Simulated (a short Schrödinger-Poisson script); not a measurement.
System: gated Al0.3Ga0.7N/GaN polarisation-induced gas, at 300 K.

```
layer     material  thickness (nm)  Na (cm⁻³)
-----  -----------  --------------  ---------
1      Al0.3Ga0.7N              15          -
2              GaN            6000       8e15
```

Constants are typed, rounded textbook-type inputs, not results; the design itself was drawn at random and stands for no fabricated device. Al0.3Ga0.7N: permittivity 9.32, conduction-band edge (eV) 0.414, gap (eV) 4.021, electron mass (mₑ) 0.236, Nv at 300 K (cm⁻³) 4.6e19. GaN: permittivity 9.5, conduction-band edge (eV) 0, gap (eV) 3.43, Nv at 300 K (cm⁻³) 4.6e19.

Channel valleys (confinement mass, in-plane density-of-states mass, number): Γ 0.2, 0.2, 1. At the gate the conduction-band edge of layer 1 lies 1.43 eV − eVg above the Fermi level of the channel; the field vanishes at the back. Sheet of polarisation charge: +1.5e13 e/cm² at 15 nm from the gate. The barrier under the gate holds no holes. Gaps are held at their typed values at every temperature. Mesh 0.08 nm at interfaces.

Solved with a short Schrödinger-Poisson script written for these runs: 1D Poisson equation in equilibrium, electrons quantum, Hartree (BenDaniel-Duke, 40 states a valley, the channel's in-plane mass for all, wave functions free to enter the barrier), parabolic valleys, classical holes, full ionisation, no traps, pinning or gate leakage.

Only gate voltages with over 1e8 electrons/cm² are shown.

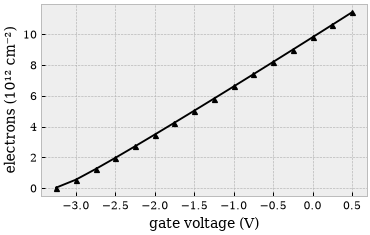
Fig. 1. Sheet density against gate voltage

```
Vg (V)  electrons (cm⁻²)  in the channel layer  C (μF/cm²)  Γ E0 (meV)  Γ E1 (meV)
------  ----------------  --------------------  ----------  ----------  ----------
0.5              1.14e13               1.03e13       0.522      -121.3        11.4
0                9.80e12               9.04e12       0.517      -104.5        18.2
-0.5             8.20e12               7.68e12       0.513       -87.3        25.1
-1               6.61e12               6.28e12       0.507       -69.5        32.4
-1.5             5.03e12               4.84e12       0.501       -50.8        40.3
-2               3.48e12               3.39e12       0.492       -30.3        49.6
-2.5             1.97e12               1.94e12       0.476        -5.4        62.2
-3               5.50e11               5.45e11       0.419        36.9        90.1
```

Subbands count from the Fermi level.
